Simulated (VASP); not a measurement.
Band structure of SnS2 (space group R-3m). Calculation: PBE GGA, VASP's PBE PAW potentials (set 64) (plane waves; VASP 6.6.1).

Unless said otherwise, spin-orbit coupling is left out, though it shifts the bands of the heavy elements here.

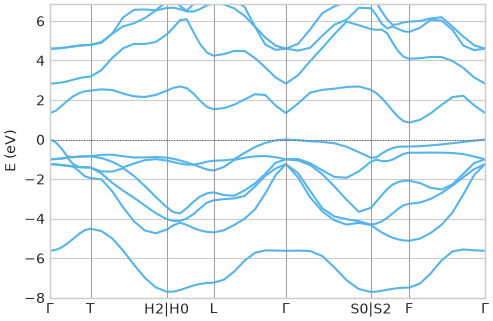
Figure. Bands along high-symmetry lines, zero at the valence-band maximum or, without a gap, the Fermi level

### Question
Read the plot: is there a gap, and where are the band edges?

### Answer
The gap is indirect, 0.86 eV, from the valence maximum at Γ to the conduction minimum at F.

The structure was generated: SnS2 was put into an ordered model structure, which need not be its known phase. The cell was not relaxed at this level.
